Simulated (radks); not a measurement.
Run report: Ag, atomic calculation

- system: the neutral silver atom in the configuration [Kr] 4d8 5s1 5d2.
- method: scalar-relativistic Kohn-Sham, PW91, spin-unpolarised, spherical densities, finite nucleus (the in-house radial solver radks)

Output:
```
1s      1   2.0000        -931.64072983
2s      1   2.0000        -137.77455104
2p      1   6.0000        -123.66671420
3s      1   2.0000         -25.82168490
3p      1   6.0000         -21.18741454
3d      1  10.0000         -13.87581415
4s      1   2.0000          -4.16021146
4p      1   6.0000          -2.80641779
4d      1   8.0000          -0.86471544
5s      1   1.0000          -0.49424190
5d      1   2.0000          -0.04388461
Etot -5315.633947844783
Ekin 5522.195344045123
Encl -12818.549861892112
Eh 2129.852664161741
Exc -149.13209415953483
err 4.397072174740147e-09
it 17
```

Slater integrals of the outer shells (hartree):

```
 integral   value
F0(5d,5d)  0.1376
F2(5d,5d)  0.0714
F4(5d,5d)  0.0465
F0(5d,5s)  0.1759
G2(5d,5s)  0.0235
F0(5d,4d)  0.1821
F2(5d,4d)  0.0202
F4(5d,4d)  0.0069
G0(5d,4d)  0.0045
G2(5d,4d)  0.0049
G4(5d,4d)  0.0038
F0(5d,4p)  0.1836
F2(5d,4p)  0.0151
G1(5d,4p)  0.0068
G3(5d,4p)  0.0047
F0(5s,5s)  0.3589
F0(5s,4d)  0.4369
G2(5s,4d)  0.0700
F0(5s,4p)  0.4514
G1(5s,4p)  0.0301
```

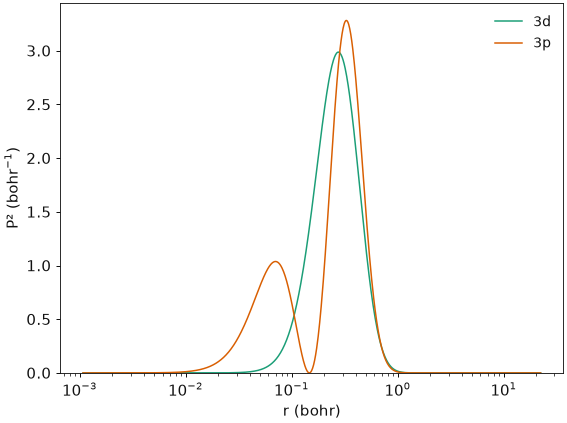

**Figure 1.** The radial probability densities P² of 3p and 3d. 3d: outer maximum at 0.274 bohr, ⟨r⟩ = 0.346 bohr, 0 nodes, eigenvalue −377.6 eV; 3p: outer maximum at 0.326 bohr, ⟨r⟩ = 0.368 bohr, 1 node, eigenvalue −576.5 eV.

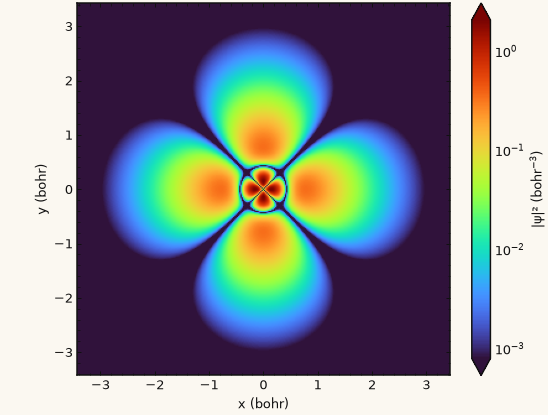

**Figure 2.** The 4d(x²−y²) orbital. The radial function comes from the spherical calculation and is multiplied by a real spherical harmonic; the overall sign is chosen so that the largest lobe of P(r) is positive; at the scalar-relativistic level it is the large component. In the xy plane through the nucleus, the colour gives |ψ|² on a logarithmic scale. It has two nodal planes at 45° to x and y and 1 radial node, at r = 0.430 bohr. The outermost maximum of P² lies at 1.01 bohr, ⟨r⟩ = 1.27 bohr, 90 % of the charge lies within 1.99 bohr, and the eigenvalue is −23.5 eV, with 8 electrons in the shell.

Input file:
```
Z 47
configuration [Kr] 4d8 5s1 5d2
relativity scalar-relativistic
functional pw91,pw91
spin unpolarised
nucleus finite rms 4.5454 fm
c 137.035999084
```

Energies in input and log are in hartree, lengths in bohr (the nuclear radius in fm).

Results in brief:

```tsv
quantity	value
outcome	converged
total energy	−5315.6339 hartree
kinetic energy	5522.1953 hartree
electron–nucleus energy	−12818.5499 hartree
Hartree energy	2129.8527 hartree
exchange–correlation energy	−149.132094 hartree
radius at density 0.001 e/bohr³	5.29 bohr
SCF iterations	17
hardware	1 CPU thread, shared host
```
